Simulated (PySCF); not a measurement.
C₅H₇N, SMILES `C#N.C=CC=C`.

Computed with PySCF, B3LYP/6-31+G*, geometry: GFN2-xTB.

Input

```python
import numpy as np
from pyscf import gto, scf, dft
from pyscf.scf import atom_ks, atom_hf
from scipy.linalg import block_diag
from pyscf.dispersion import dftd3

def solve(mol, dm0=None, hcore=None):
    mf = (dft.UKS if mol.spin else dft.RKS)(mol, xc='b3lyp')
    mf.grids.level = 3
    mf = mf.density_fit(auxbasis='def2-universal-jkfit')
    mf.conv_tol, mf.max_cycle = 1e-8, 80
    if hcore is not None:
        mf.get_hcore = lambda *args: hcore
    mf.kernel(dm0)
    if not mf.converged:
        mf = mf.newton().run(mf.mo_coeff, mf.mo_occ, max_cycle=30)
    assert mf.converged, 'SCF not converged'
    return mf

mol = gto.M(atom='''
C     -2.23579     0.28350     0.15515
N     -3.35129     0.15311    -0.02906
H     -1.19652     0.40241     0.32148
C      1.62868     1.68786     0.07282
C      1.25483     0.50964    -0.41590
C      1.30839    -0.72667     0.33797
C      0.88836    -1.89504    -0.13579
H      2.00643     1.78744     1.07783
H      1.57452     2.59152    -0.50957
H      0.87970     0.43314    -1.42966
H      1.71212    -0.65577     1.34027
H      0.47929    -1.98765    -1.12922
H      0.93669    -2.79859     0.44686
''', basis='6-31+g*', charge=0, spin=0, verbose=4)
mol_a = gto.M(atom='''
C     -2.23579     0.28350     0.15515
N     -3.35129     0.15311    -0.02906
H     -1.19652     0.40241     0.32148
ghost-C      1.62868     1.68786     0.07282
ghost-C      1.25483     0.50964    -0.41590
ghost-C      1.30839    -0.72667     0.33797
ghost-C      0.88836    -1.89504    -0.13579
ghost-H      2.00643     1.78744     1.07783
ghost-H      1.57452     2.59152    -0.50957
ghost-H      0.87970     0.43314    -1.42966
ghost-H      1.71212    -0.65577     1.34027
ghost-H      0.47929    -1.98765    -1.12922
ghost-H      0.93669    -2.79859     0.44686
''', basis='6-31+g*', charge=0, spin=0, verbose=4)
mol_b = gto.M(atom='''
ghost-C     -2.23579     0.28350     0.15515
ghost-N     -3.35129     0.15311    -0.02906
ghost-H     -1.19652     0.40241     0.32148
C      1.62868     1.68786     0.07282
C      1.25483     0.50964    -0.41590
C      1.30839    -0.72667     0.33797
C      0.88836    -1.89504    -0.13579
H      2.00643     1.78744     1.07783
H      1.57452     2.59152    -0.50957
H      0.87970     0.43314    -1.42966
H      1.71212    -0.65577     1.34027
H      0.47929    -1.98765    -1.12922
H      0.93669    -2.79859     0.44686
''', basis='6-31+g*', charge=0, spin=0, verbose=4)
ab, a, b = solve(mol), solve(mol_a), solve(mol_b)
e_int = ab.e_tot - a.e_tot - b.e_tot
print('counterpoise-corrected interaction energy / kcal/mol', e_int * 627.5095)
def disp(atoms, charge):
    m = gto.M(atom=atoms, charge=charge, basis='sto-3g', spin=None, unit='Bohr', verbose=0)
    return dftd3.DFTD3Dispersion(m, xc='b3lyp', version='d3bj').get_dispersion()['energy']
e_disp = disp(mol._atom, mol.charge) - disp(mol._atom[:3], mol_a.charge) - disp(mol._atom[3:], mol_b.charge)
print('D3(BJ) part / kcal/mol', e_disp * 627.5095)
# spherically averaged free atoms, for the promolecule
atm = atom_ks.get_atm_nrks(mol, xc='b3lyp')
pro = block_diag(*[(atm[a[0]][2] * atm[a[0]][3]) @ atm[a[0]][2].T for a in mol._atom])
np.savez('result.npz', e_int=e_int, e_disp=e_disp, dm_a=a.make_rdm1(), dm_b=b.make_rdm1(), c=ab.mo_coeff, occ=ab.mo_occ, eps=ab.mo_energy, pro=pro, d=[f.dip_moment(verbose=0) for f in (ab, a, b)])
```

Launched as:

```sh
OMP_NUM_THREADS=1 python input.py
```

The run took 37 s on 1 thread of Arm Neoverse V2, on a shared host, peak memory 0.58 GiB.

Partitions, critical points and surface values were worked out afterwards from this run's density.

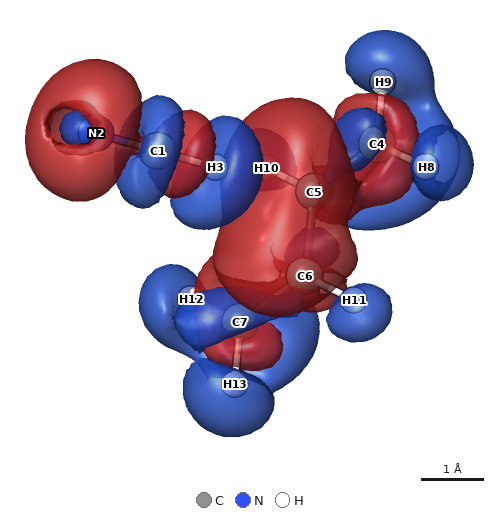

Density of the complex less the densities of the two fragments at the same geometry, ±0.001 e/Å³ (red: gain, blue: loss). Fragment A: HCN (atoms 1–3); fragment B: H6C4.

Q: How is the density rearranged on binding?

A: Hirshfeld charges show 0.012 e passing from B to A. By Hirshfeld charges, electrons gather most on N2 (−0.013 e) and leave C7 most (+0.007 e); 0.07 e is displaced in all, which induces a dipole of 0.57 D.

Q: What is the interaction energy, and which contacts carry it?

A: The counterpoise-corrected interaction energy of the frozen fragments is −1.2 kcal/mol without dispersion correction and −3.1 kcal/mol with D3(BJ). The pair geometry is semi-empirical, not a minimum at this level. Contacts: H3···C5, C–H···C contact, 2.56 Å, ρ = 0.008 a.u. The pose is a local one from a semi-empirical search, not shown to be the most stable.
